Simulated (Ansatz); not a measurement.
# Response to strain in TiS2

Start from TiS₂ in the CdI2 type structure (space group P-3m1, No. 164; a = 3.361 Å, c = 5.522 Å; layered, stacked along the Cartesian z axis). Axes: x lies along a and z along c of the hexagonal cell.

Strains are applied to the cell and any free atomic positions relax; under biaxial strain the out-of-plane vector relaxes too.

Method: Ansatz (a program for electronic structure), PBE-D3(BJ), PAW, cutoff 420 eV, spin-orbit coupling left out.

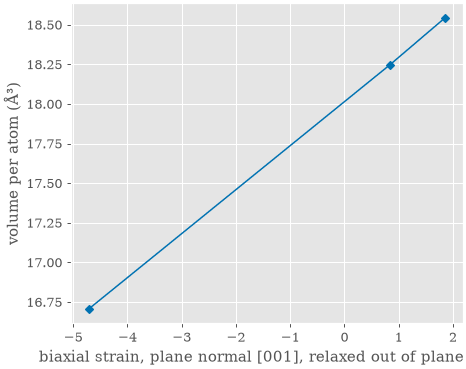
Volume per atom against biaxial strain, plane normal [001], relaxed out of plane

### Question
From the plot, what is the volume per atom for biaxial strain +0.84 %, plane normal [001], relaxed out of plane?

### Answer
About 18.2 Å³.

### Question
Is the trend monotonic over the range shown?

### Answer
Yes, it rises throughout, spanning 16.71 Å³ to 18.54 Å³.

Whether these cells are dynamically stable was not tested. The final runs are not spin-polarised.
